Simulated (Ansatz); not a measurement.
# Run report: B$_{2}$H$_{2}$ClO, geometry relaxation

B$_{2}$H$_{2}$ClO, multiplicity 2, SMILES OB[B]Cl, computed with UKS B3LYP-D4/def2-mTZVP (Ansatz 0.2.0).

It belongs to a series of runs on one base structure; here: end point A relaxed. Figures and captions count atoms from 1; the log counts them from 0 in places.

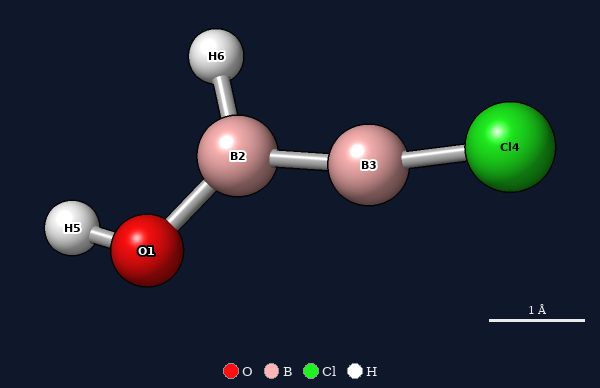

*The input geometry (ball-and-stick view, seen at a tilt; atoms are numbered from 1 in the order of the input).*

Bond lengths as drawn: B–B 1.55 Å, B–Cl 1.64 Å, B–H 1.20 Å, B–O 1.38 Å and H–O 0.96 Å.

### The input
```yaml
crystal:
  periodic: [false, false, false]
  atoms:
    - { symbol: O, position_ang: [0.20559, 0.85102, -1.1979] }
    - { symbol: B, position_ang: [0.15154, 0.24763, 0.04338] }
    - { symbol: B, position_ang: [-0.54217, -1.10176, 0.38115] }
    - { symbol: Cl, position_ang: [-1.17317, -2.4711, 1.02366] }
    - { symbol: H, position_ang: [0.67727, 1.68151, -1.21757] }
    - { symbol: H, position_ang: [0.68094, 0.79271, 0.96729] }
magnetization:
  spin_polarized: true
  initial_magnetization: 1
basis:
  gaussian: { orbitals: def2-mTZVP }
hamiltonian:
  xc: b3lyp
  dispersion: d4
relax:
  f_tol: 0.015
  max_steps: 40
output:
  orbitals: {}
```

Command:
```bash
ansatz run input.yaml --threads 2 --pin off --max-ram 3072MiB --backend cpu --events-out ev --progress --plain --runs-dir out
```

### The program's output
```
The last accepted step is kept in [file] (removed where the run ends without a failure and the disk answers)
Engine: ansatz 0.2.0, x86_64-unknown-linux-gnu
Functional definition: B3LYP
  parameter a0 = 0.2
  parameter ax = 0.72
  parameter ac = 0.81
  exchange = (1 - a0 - ax)*slater_x + ax*b88_x + a0*exact_x
  correlation = (1 - ac)*vwn_rpa_c + ac*lyp_c
896 factors; integrals over basis functions are off by at most 6.4e-4 eV
mean field evaluation 1: about -15949.5007 eV, gradient 4.1e1 eV
mean field evaluation 2: about -15929.3412 eV, gradient 8.0e1 eV
mean field evaluation 4: about -15956.4370 eV, gradient 6.3e0 eV
mean field evaluation 8: about -15956.6811 eV, gradient 4.1e-1 eV
mean field evaluation 16: about -15956.6824 eV, gradient 9.4e-5 eV
mean field -15956.68240578 eV, -586.3972625845 hartree, gradient 3.6e-5 eV, S^2 0.752424; 2 other end points of the search recorded, 0 dependent functions left out
the calculation of the forces begins
reference -15956.68264618 eV, -586.3972714192 hartree; 19, 18 occupied and 71, 72 virtual orbitals, 896 factors
relax step   1: F+E_penalty+E_count = -15956.84576920 eV  Δ(F+E_penalty+E_count) = +0.000e0 eV  max|allowed force component| = 1.487e0 eV/Å  Δτ_max = 0.0000 Å  (43 SCF iters, accepted)
these checks for a lower state are left out or cut short: starts, cluster_reference, orbital_swaps, neighbouring_geometries, increment
896 factors; integrals over basis functions are off by at most 6.4e-4 eV
mean field -15956.74153442 eV, -586.3994355221 hartree, gradient 1.5e-5 eV, S^2 0.752520; 0 other end points of the search recorded, 0 dependent functions left out
the calculation of the forces begins
reference -15956.74177577 eV, -586.3994443915 hartree; 19, 18 occupied and 71, 72 virtual orbitals, 896 factors
relax step   2: F+E_penalty+E_count = -15956.90363312 eV  Δ(F+E_penalty+E_count) = -5.786e-2 eV  max|allowed force component| = 8.231e-1 eV/Å  Δτ_max = 0.0343 Å  (35 SCF iters, accepted)
these checks for a lower state are left out or cut short: starts, cluster_reference, orbital_swaps, neighbouring_geometries, increment
896 factors; integrals over basis functions are off by at most 6.4e-4 eV
mean field evaluation 32: about -15956.7300 eV, gradient 2.3e-2 eV
mean field -15956.76547357 eV, -586.4003152696 hartree, gradient 1.5e-5 eV, S^2 0.752648; 0 other end points of the search recorded, 0 dependent functions left out
the calculation of the forces begins
reference -15956.76571557 eV, -586.4003241630 hartree; 19, 18 occupied and 71, 72 virtual orbitals, 896 factors
relax step   3: F+E_penalty+E_count = -15956.92651283 eV  Δ(F+E_penalty+E_count) = -2.288e-2 eV  max|allowed force component| = 4.633e-2 eV/Å  Δτ_max = 0.0443 Å  (35 SCF iters, accepted)
these checks for a lower state are left out or cut short: starts, cluster_reference, orbital_swaps, neighbouring_geometries, increment
896 factors; integrals over basis functions are off by at most 6.4e-4 eV
mean field -15956.76610259 eV, -586.4003383856 hartree, gradient 2.4e-5 eV, S^2 0.752659; 0 other end points of the search recorded, 0 dependent functions left out
the calculation of the forces begins
reference -15956.76634452 eV, -586.4003472762 hartree; 19, 18 occupied and 71, 72 virtual orbitals, 896 factors
relax step   4: F+E_penalty+E_count = -15956.92705879 eV  Δ(F+E_penalty+E_count) = -5.460e-4 eV  max|allowed force component| = 4.807e-2 eV/Å  Δτ_max = 0.0115 Å  (31 SCF iters, accepted)
these checks for a lower state are left out or cut short: starts, cluster_reference, orbital_swaps, neighbouring_geometries, increment
896 factors; integrals over basis functions are off by at most 6.4e-4 eV
mean field -15956.76598047 eV, -586.4003338980 hartree, gradient 1.8e-5 eV, S^2 0.752640; 0 other end points of the search recorded, 0 dependent functions left out
the calculation of the forces begins
reference -15956.76622224 eV, -586.4003427826 hartree; 19, 18 occupied and 71, 72 virtual orbitals, 896 factors
relax step   5: F+E_penalty+E_count = -15956.92701511 eV  Δ(F+E_penalty+E_count) = +4.368e-5 eV  max|allowed force component| = 7.604e-2 eV/Å  Δτ_max = 0.0230 Å  (35 SCF iters, rejected (line search))
these checks for a lower state are left out or cut short: starts, cluster_reference, orbital_swaps, neighbouring_geometries, increment
896 factors; integrals over basis functions are off by at most 6.4e-4 eV
mean field -15956.76641026 eV, -586.4003496922 hartree, gradient 1.3e-5 eV, S^2 0.752659; 0 other end points of the search recorded, 0 dependent functions left out
the calculation of the forces begins
reference -15956.76665208 eV, -586.4003585789 hartree; 19, 18 occupied and 71, 72 virtual orbitals, 896 factors
relax step   6: F+E_penalty+E_count = -15956.92741017 eV  Δ(F+E_penalty+E_count) = -3.514e-4 eV  max|allowed force component| = 1.635e-2 eV/Å  Δτ_max = 0.0112 Å  (30 SCF iters, accepted)
these checks for a lower state are left out or cut short: starts, cluster_reference, orbital_swaps, neighbouring_geometries, increment
896 factors; integrals over basis functions are off by at most 6.5e-4 eV
mean field -15956.76642991 eV, -586.4003504145 hartree, gradient 1.4e-5 eV, S^2 0.752654; 0 other end points of the search recorded, 0 dependent functions left out
the calculation of the forces begins
reference -15956.76667167 eV, -586.4003592991 hartree; 19, 18 occupied and 71, 72 virtual orbitals, 896 factors
relax step   7: F+E_penalty+E_count = -15956.92750892 eV  Δ(F+E_penalty+E_count) = -9.876e-5 eV  max|allowed force component| = 5.230e-3 eV/Å  Δτ_max = 0.0108 Å  (28 SCF iters, accepted)
896 factors; integrals over basis functions are off by at most 6.5e-4 eV
mean field evaluation 64: about -15956.7664 eV, gradient 1.4e-5 eV
```

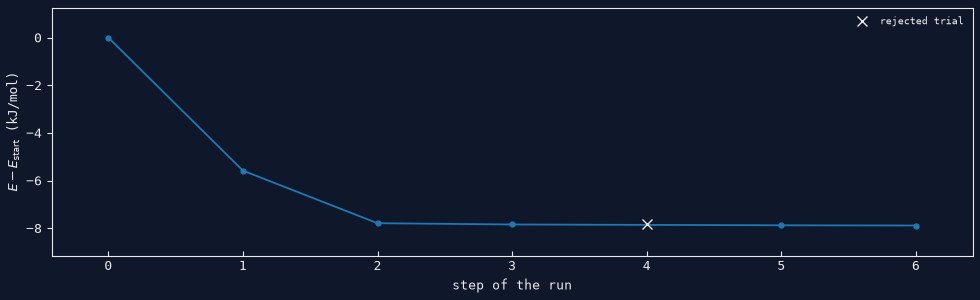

*Progress of the relaxation, step by step (the first geometry is step 0 here and step 1 in the log).*

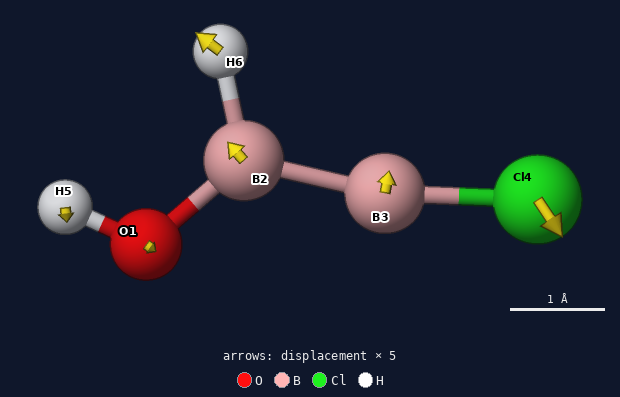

*The starting structure with the displacements as yellow arrows, magnified 5 times (ball-and-stick view, seen at a tilt). The two geometries are laid on each other by the best rigid fit.*

Cl4 moves most after the best rigid fit: 0.099 Å. Largest moves by element: Cl 0.099 Å, H 0.069 Å, B 0.055 Å, O 0.028 Å. Among the contacts that change: B3–Cl4 1.639 → 1.694 Å, B2–B3 1.554 → 1.597 Å, O1–H5 0.955 → 0.965 Å, B2–H6 1.196 → 1.201 Å. Among the angles that change: B2–B3–Cl4 169.2° → 174.3°, O1–B2–B3 126.3° → 123.6°, O1–B2–H6 118.5° → 121.1°. The energy falls by 7.89 kJ/mol in 6 geometry steps. Largest force component: 1.5 eV/Å at the start, 0.0052 eV/Å at the end. The line search rejected the trial step at point 4 (counted from 0) and went back. (Atoms are counted from 1 in the order of the input.)

```
mean field -15956.76642991 eV, -586.4003504145 hartree, gradient 1.4e-5 eV, S^2 0.752654; 3 other end points of the search recorded, 0 dependent functions left out
the calculation of the forces begins
reference -15956.76667167 eV, -586.4003592991 hartree; 19, 18 occupied and 71, 72 virtual orbitals, 896 factors
Total energy: -15956.92775069 eV, -586.4062788436 hartree
Atom 0 at     0.190975     0.827755    -1.202842 Å, force     0.003698    -0.001231     0.003666 eV/Å
Atom 1 at     0.180792     0.288927     0.064175 Å, force    -0.004078     0.003373     0.000097 eV/Å
Atom 2 at    -0.527682    -1.094953     0.429467 Å, force    -0.000872    -0.000701    -0.004687 eV/Å
Atom 3 at    -1.224011    -2.540334     0.974328 Å, force    -0.001799    -0.005230     0.003653 eV/Å
Atom 4 at     0.663153     1.668288    -1.245887 Å, force    -0.000354     0.002795    -0.003421 eV/Å
Atom 5 at     0.716773     0.850327     0.980768 Å, force     0.003406     0.000995     0.000691 eV/Å
Dipole moment:     0.056902     0.056618     0.100307 e Å
```

### Trajectory as extended XYZ (Å, eV, eV/Å), 7 frames, from step=1 to step=7
```
6
Properties=species:S:1:pos:R:3:forces:R:3 step=1 energy=-15956.84577
O     0.2056    0.8510   -1.1979   -0.3668  -0.5841  -0.1368
B     0.1515    0.2476    0.0434    0.4811   1.0647  -0.5520
B    -0.5422   -1.1018    0.3811    0.3079   0.6549  -0.2761
Cl   -1.1732   -2.4711    1.0237   -0.7087  -1.4867   0.5988
H     0.6773    1.6815   -1.2176    0.2495   0.3846   0.1255
H     0.6809    0.7927    0.9673    0.0371  -0.0335   0.2406
6
Properties=species:S:1:pos:R:3:forces:R:3 step=2 energy=-15956.90363
O     0.2039    0.8515   -1.2073   -0.1510  -0.2595  -0.0140
B     0.1609    0.2642    0.0408    0.2123   0.4725  -0.2402
B    -0.5409   -1.1050    0.3953    0.2533   0.5260  -0.2001
Cl   -1.1905   -2.5006    1.0222   -0.3970  -0.8231   0.3110
H     0.6782    1.6881   -1.2283    0.0778   0.1024   0.0819
H     0.6884    0.8018    0.9773    0.0046  -0.0184   0.0615
6
Properties=species:S:1:pos:R:3:forces:R:3 step=3 energy=-15956.92651
O     0.1980    0.8412   -1.2101   -0.0033  -0.0006   0.0101
B     0.1726    0.2841    0.0481    0.0390   0.0361   0.0304
B    -0.5332   -1.0977    0.4143   -0.0120  -0.0208   0.0064
Cl   -1.2130   -2.5337    1.0031   -0.0103  -0.0129  -0.0096
H     0.6721    1.6816   -1.2391   -0.0052  -0.0144   0.0090
H     0.7035    0.8245    0.9838   -0.0082   0.0127  -0.0463
6
Properties=species:S:1:pos:R:3:forces:R:3 step=4 energy=-15956.92706
O     0.1951    0.8380   -1.2074    0.0093  -0.0016  -0.0144
B     0.1781    0.2847    0.0522   -0.0142   0.0057   0.0481
B    -0.5312   -1.0983    0.4186   -0.0036  -0.0174   0.0099
Cl   -1.2186   -2.5374    0.9953    0.0098   0.0226  -0.0204
H     0.6694    1.6780   -1.2402   -0.0063  -0.0077   0.0025
H     0.7072    0.8351    0.9815    0.0049  -0.0016  -0.0256
6
Properties=species:S:1:pos:R:3:forces:R:3 step=5 energy=-15956.92701 accepted=F
O     0.1921    0.8295   -1.2052   -0.0106  -0.0227   0.0134
B     0.1790    0.2883    0.0609    0.0197   0.0139   0.0450
B    -0.5262   -1.0938    0.4367   -0.0184  -0.0004  -0.0760
Cl   -1.2241   -2.5411    0.9733    0.0011  -0.0083   0.0247
H     0.6643    1.6702   -1.2452   -0.0002   0.0000  -0.0017
H     0.7149    0.8469    0.9796    0.0083   0.0174  -0.0054
6
Properties=species:S:1:pos:R:3:forces:R:3 step=6 energy=-15956.92741
O     0.1945    0.8318   -1.2051   -0.0080   0.0073  -0.0098
B     0.1769    0.2883    0.0591    0.0134  -0.0163   0.0159
B    -0.5306   -1.0966    0.4239   -0.0031  -0.0048   0.0094
Cl   -1.2208   -2.5400    0.9846    0.0045   0.0144  -0.0113
H     0.6662    1.6730   -1.2421    0.0000  -0.0029  -0.0036
H     0.7137    0.8435    0.9796   -0.0068   0.0024  -0.0006
6
Properties=species:S:1:pos:R:3:forces:R:3 step=7 energy=-15956.92751
O     0.1910    0.8278   -1.2028    0.0037  -0.0012   0.0037
B     0.1808    0.2889    0.0642   -0.0041   0.0034   0.0001
B    -0.5277   -1.0950    0.4295   -0.0009  -0.0007  -0.0047
Cl   -1.2240   -2.5403    0.9743   -0.0018  -0.0052   0.0037
H     0.6632    1.6683   -1.2459   -0.0004   0.0028  -0.0034
H     0.7168    0.8503    0.9808    0.0034   0.0010   0.0007
```

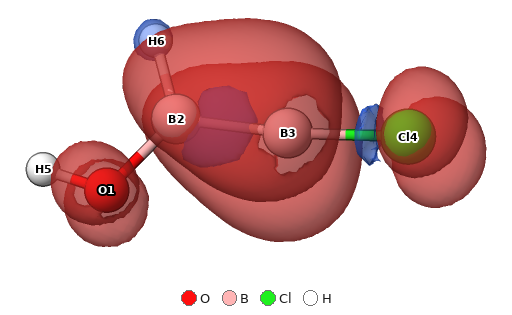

*Isosurfaces of the spin density at +0.01 (red) and −0.01 e/Å³ (blue), seen at a tilt.*

The unpaired spin (1 electron) lies mostly on B3 (about 0.5), B2 (about 0.2), Cl4 (about 0.1) and O1 (about 0.1), in electrons by Hirshfeld's partition.

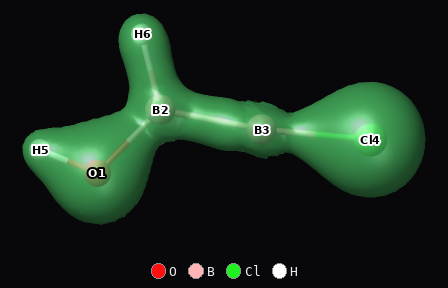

*Isosurface of the total electron density at 0.8 e/Å³ (green), seen face on.*

At this value the surface is in one piece. On the grid the lowest density along these lines, outside the cores, is 1.4 e/Å³ (B–O, 1.38 Å), 1.2 e/Å³ (B–B, 1.60 Å), 1.1 e/Å³ (B–Cl, 1.69 Å) and 2.4 e/Å³ (O–H, 0.97 Å).

### Summary

| quantity | value |
| --- | --- |
| outcome | converged |
| total energy | −15956.9278 eV |
| mean-field energy | −15956.7667 eV |
| ⟨S²⟩ | 0.753 |
| largest force (length of the vector) at the end | 0.007 eV/Å |
| hardware | 2 threads of AMD EPYC (Zen 5), 16 GiB of memory available, shared host |
| wall time | 6.9 s (CPU time 13 s) |
| peak memory | 0.23 GiB |
